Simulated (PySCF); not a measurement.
Molecule: C4H6O4Zn, SMILES CC1[O][Zn]2([O]C(C)=[O]->2)<-[O]=1, singlet. Atoms near the plane z = 0.6 Å, at the GFN2-xTB optimised geometry (x, y, z in Å): Zn1 (-0.1, -0.3, 0.0), O4 (-1.5, 1.1, 0.0), C9 (3.0, -1.6, 1.6), C10 (1.8, -1.1, 1.0), O11 (1.8, -0.3, 0.0), O12 (0.6, -1.4, 1.4), H14 (3.8, -1.6, 0.9).

Method: CAM-B3LYP/def2-TZVP in PySCF 2.14.0. The values are rescaled to run from 0 to 1.

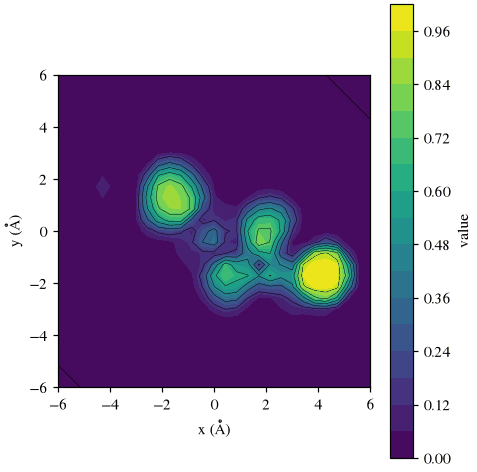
a field on the plane z = 0.6 Å.

Task: Which quantity is mapped?
A. log10 of the electron density
B. deformation density (molecule minus spherical neutral atoms)
C. electron localisation function
D. electrostatic potential

Result: C, electron localisation function
